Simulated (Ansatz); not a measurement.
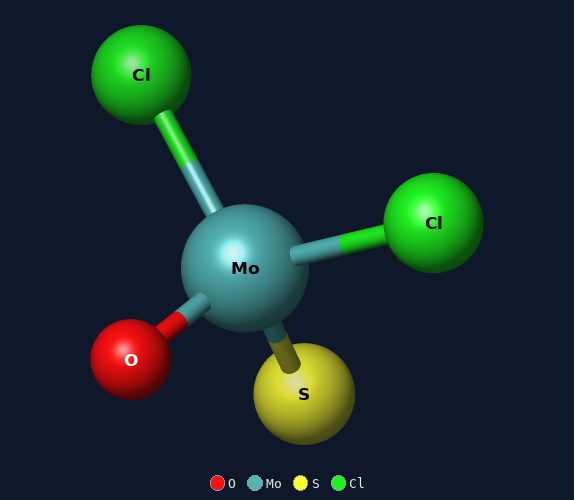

A metal compound. The species is neutral and a spin singlet. The computed structure is the end point of a PBE-D4/def2-SVP optimisation. No frequency run is at hand to confirm it as a minimum.

> What is the coordination number of the metal, and which atoms bind to it?

Mo binds 4 atoms: 1 O at 1.68 Å, 1 S at 2.12 Å, 2 Cl at 2.26 Å. The arrangement is tetrahedral.

> Give the formal oxidation state and the d-electron count.

Mo(VI), d⁰, counting the ligands as closed-shell ions or neutral donors.
